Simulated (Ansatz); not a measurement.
Consider CH$_{4}$OSSi.

```yaml
atoms:
  - { symbol: C, position_ang: [-0.1367, 1.0827, 0.1788] }
  - { symbol: Si, position_ang: [0.3254, -0.6449, -0.2686] }
  - { symbol: O, position_ang: [0.0065, -1.8577, 0.8287] }
  - { symbol: S, position_ang: [-1.1151, -2.1352, -0.5480] }
  - { symbol: H, position_ang: [0.6323, 1.5214, 0.8219] }
  - { symbol: H, position_ang: [-0.2140, 1.7037, -0.7177] }
  - { symbol: H, position_ang: [-1.0915, 1.0986, 0.7057] }
  - { symbol: H, position_ang: [1.5931, -0.7687, -1.0007] }
```

The calculation used RKS BHLYP-D4/def2-SVPD (Ansatz).

Predict the electron density and electron localisation function between the atoms.

Si–O (1.67 Å): the density is about 1.1 e/Å³ at the midpoint; the ELF peaks at about 0.85 between the atoms, as expected for a shared but strongly polarised pair.
S–O (1.80 Å): ρ at the midpoint is about 1 e/Å³; the ELF peaks at about 0.75 between the atoms; a shared but strongly polarised pair.
Si–S (2.09 Å): ρ is about 0.78 e/Å³ halfway; the ELF peaks at about 0.80 between the atoms (localised, covalent bonding).

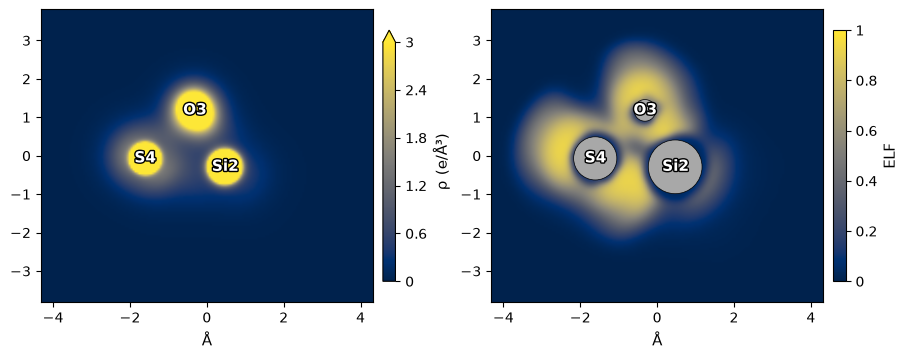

Computed electron density and electron localisation function on the plane of atoms O3, Si2 and S4, in this order. Grey discs cover the atomic cores in the ELF map. 
